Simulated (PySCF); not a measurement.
# SbNBr2: singlet, from a trigonal pyramidal start

The task is one start of a wider search on SbNBr2: the singlet, from a trigonal pyramidal start. It is relaxed, tested by its Hessian and followed downhill if it is a saddle.

The runs use PySCF 2.14.0; PBE0, basis Sb def2-SVP with ECP28, N def2-SVP, Br def2-SVP, scalar-relativistic core potentials, no spin–orbit coupling, density fitting.

### Step 1. The system as given

4 atoms, charge 0, spin multiplicity 1.

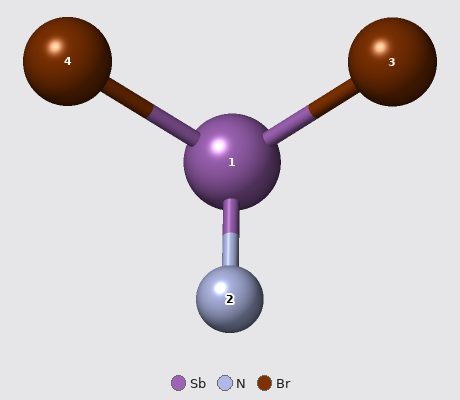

Start geometry, drawn with antimony purple, nitrogen light blue, bromine brown; atoms are numbered from 1 in the order of the file.

Coordinates in bohr (charge 0 multiplicity 1):
```
Sb    0.0000    0.0000    0.0000
N    -1.6100   -2.7889    1.7123
Br    4.2381    0.0000    2.2535
Br   -2.1189    3.6702    2.2535
```

### Step 2. Finding the electronic state

One driver script runs all steps and calls PySCF; scf.py shows how it sets up the SCF of each step. The optimiser is the driver's own. After this first run the driver tries any further starts and a stability analysis.

Input file scf.py:

```python
from pyscf import gto, scf, dft
mol = gto.M(atom='''
Sb     0.000000     0.000000     0.000000
N     -0.852000    -1.475800     0.906100
Br     2.242700     0.000000     1.192500
Br    -1.121300     1.942200     1.192500''',
    basis={'Sb': 'def2-SVP', 'N': 'def2-SVP', 'Br': 'def2-SVP'},
    ecp={'Sb': 'def2-SVP'},
    charge=0, spin=0)
mf = dft.RKS(mol, xc='PBE0')
mf.grids.atom_grid = (50, 194)
aux = {'Sb': 'def2-universal-JKFIT', 'N': 'def2-universal-JKFIT', 'Br': 'def2-universal-JKFIT'}
mf = mf.density_fit(auxbasis=aux)
mf.conv_tol = 1e-08
mf.diis_space = 10
mf.max_cycle = 60
mf.init_guess = 'minao'
mf.verbose = 4
mf.kernel()
```

The run is started by

```console
$ OMP_NUM_THREADS=2 python axn.py task.json out
```

The runs that follow: Relaxation: trigonal pyramidal start, singlet; Frequencies.

**Question.** What will these runs give? Wanted: minimum; geometry; wavenumbers; dipole moment; highest occupied, lowest empty level; polar-tensor charge of Sb1; zero-point energy; atomisation energy.

The runs gave:

| quantity | value |
| --- | --- |
| minimum | singlet, C2v |
| geometry | Sb–Br 2.507 Å (×2), Sb–N 1.830 Å; Br–Sb–Br 97.5°, Br–Sb–N 131.3° (×2) |
| wavenumbers (cm⁻¹) | 87 (a1), 103 (b1), 151 (b2), 247 (a1), 253 (b2), 883 (a1) |
| dipole moment | 2.18 D |
| highest occupied, lowest empty level | -7.59, -4.38 eV |
| polar-tensor charge of Sb1 | +1.21 e |
| zero-point energy | 10.3 kJ/mol |
| entropy at 298.15 K | 356.3 J/(mol K) |
| atomisation energy (no zero-point energy) | 545 kJ/mol |

The trigonal pyramidal start (Cs) ends in a minimum of C2v symmetry. The strongest infrared band lies at 253 cm⁻¹ (b2, mixed). The first SCF alone would have been 67 kJ/mol too high. Other starts or spin states, not run here, may lie lower. Spin–orbit coupling is left out.
